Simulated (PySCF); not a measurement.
**C$_{3}$H$_{10}$OSi$_{2}$ (SMILES [SiH3]O[SiH]1CCC1): density, localisation and related maps**

Input

```
{"job": {"kind": "nmr", "xc": "PBE0", "basis": "pcSseg-1"}, "charge": 0, "multiplicity": 1}
Si     2.964824    -0.130735     0.575067
O      1.598659     0.200486    -0.233060
Si     0.044666     0.284842    -0.678966
C     -1.193665     1.166237     0.474479
C     -2.103492    -0.079918     0.469155
C     -1.139128    -1.114330    -0.148300
H      3.533607     1.164327     0.941834
H      2.637815    -0.932974     1.753572
H      3.798578    -0.871607    -0.368230
H      0.103982     0.673237    -2.084243
H     -1.687565     2.066821     0.118514
H     -0.807301     1.380293     1.469673
H     -2.962645     0.076586    -0.181373
H     -2.471746    -0.356857     1.456032
H     -1.597816    -1.734851    -0.914141
H     -0.726369    -1.782612     0.606058
```

Launched as:

```sh
OMP_NUM_THREADS=1 python probes_run.py task.json out
```

Geometry: GFN2-xTB.

Computed with PBE0/pcSseg-1, SCF density, gas phase, non-relativistic (PySCF).

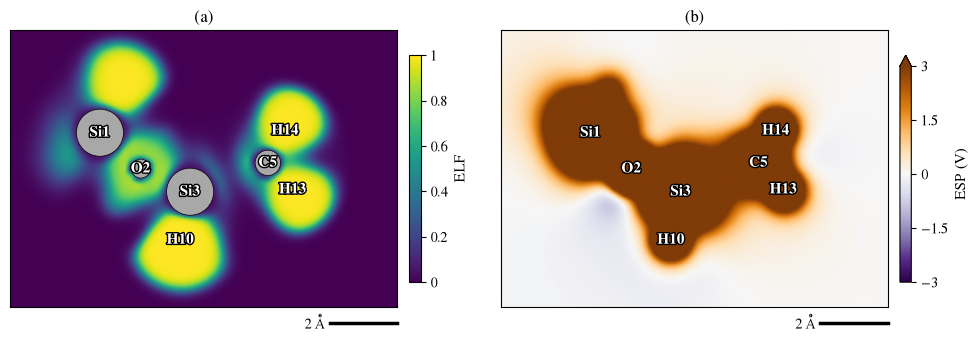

Figure 1. (a) electron localisation function; (b) molecular electrostatic potential on the plane of atoms O2, Si3 and H10. Grey discs cover the atomic cores in the ELF map.

Describe what can be read from this map.

Answer.
- The section cuts through Si, O, C and H sites.
- Si–O (1.62 Å): the ELF peaks at about 0.85 between the atoms (a polar covalent bond).
- C–H (1.09 Å): the ELF climbs to about 1 towards the hydrogen, as it does in any bond to H; a covalent bond by its length.
- Si–H (1.46 Å): the ELF climbs to about 1 towards the hydrogen.
- The ELF also peaks beside O2, away from the bonds: lone-pair regions.
- Outside the dense part of the molecule the potential is most negative (−0.8 V) near O2.

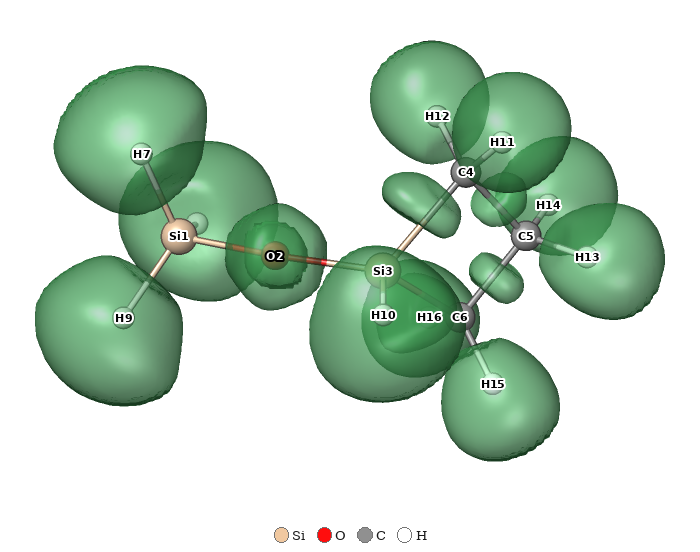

Figure 2. Isosurface of the ELF at 0.8 (green), seen at a tilt. Core shells and regions of very low density are left out.

Identify the bonds, lone pairs and shells in this picture.

Answer. The ELF exceeds this value in two regions between bonded C–C atoms (shared pairs), two regions between bonded C–Si atoms (shared pairs), ten regions around hydrogen nuclei and one region wrapped around O (its lone pairs, merged into a ring or cap). Along the contacts the grid gives the following. C–C (1.54 Å): the ELF peaks at about 0.95 between the atoms: localised, covalent bonding.

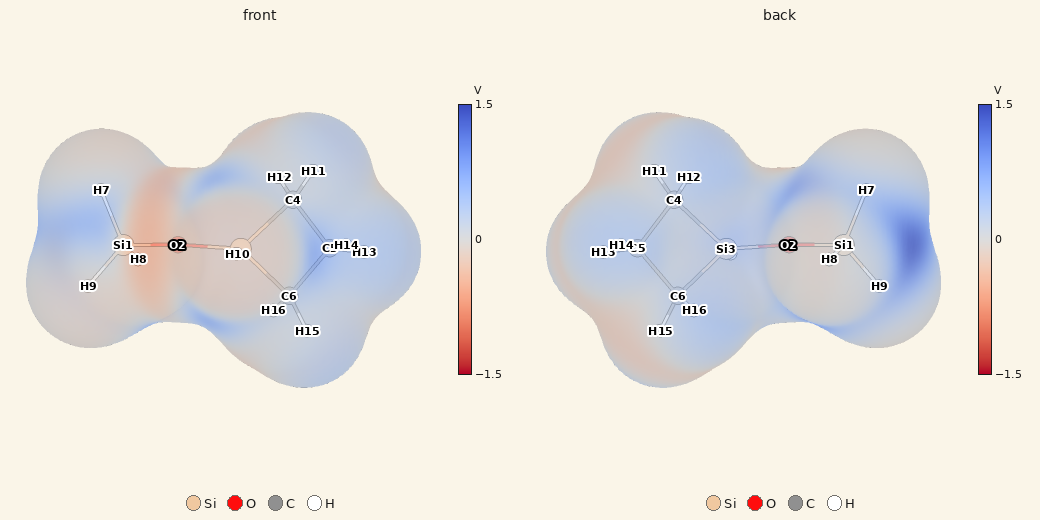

Figure 3. The molecular electrostatic potential painted on the density surface at 0.001 e/bohr³, seen from the front and from behind; red is negative and blue positive.

Which sites attract a positive test charge, and which a negative one?

Answer. A positive charge is drawn to the negative regions and a negative charge to the positive ones. The most negative region (about −0.5 V) lies over O2, the most positive (about +1.2 V) over Si1.
